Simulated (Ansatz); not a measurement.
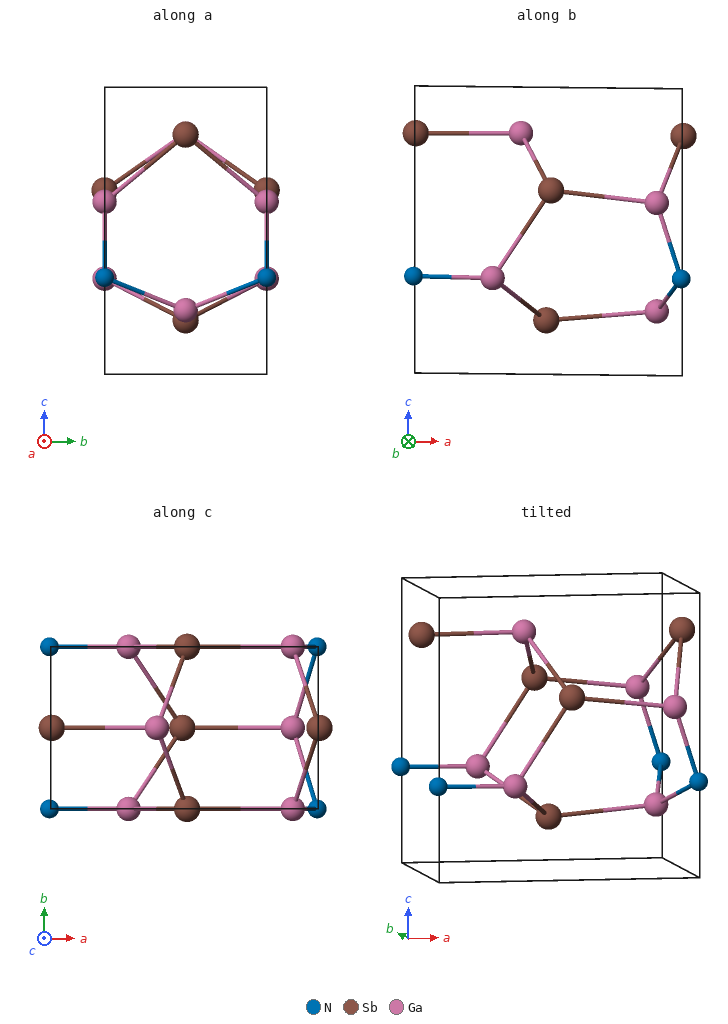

The image is a ball-and-stick drawing of a crystal, viewed along the a axis, along the b axis, along the c axis and slightly off an axis. The conventional unit cell is drawn as a box.

Lattice parameters: a = 6.6334 Å, b = 4.0178 Å, c = 7.1141 Å, α = 90.000°, β = 90.611°, γ = 90.000°.

**Put the structure into a CIF in P1 with every atom of the cell, with free fractional coordinates to two decimals.**

```cif
data_structure
_symmetry_space_group_name_H-M 'P 1'
_symmetry_Int_Tables_number 1
_cell_length_a 6.6334
_cell_length_b 4.0178
_cell_length_c 7.1141
_cell_angle_alpha 90.000
_cell_angle_beta 90.611
_cell_angle_gamma 90.000
_cell_volume 189.59
loop_
_atom_site_label
_atom_site_type_symbol
_atom_site_fract_x
_atom_site_fract_y
_atom_site_fract_z
_atom_site_occupancy
N1 N 0.00 0.00 0.34 1
Sb1 Sb 0.00 0.50 0.84 1
Sb2 Sb 0.49 0.50 0.19 1
Sb3 Sb 0.51 0.00 0.64 1
Ga1 Ga 0.29 0.00 0.33 1
Ga2 Ga 0.40 0.50 0.84 1
Ga3 Ga 0.90 0.50 0.22 1
Ga4 Ga 0.90 0.00 0.60 1
```

Starting structure: a structure type filled with these elements by a generator (whether the compound takes this form wasn't checked). Earlier steps of the study, as a rule a relaxation of our own, may have changed the cell and positions, so they can lie some per cent off the listed ones. It went into a calculation with Ansatz.
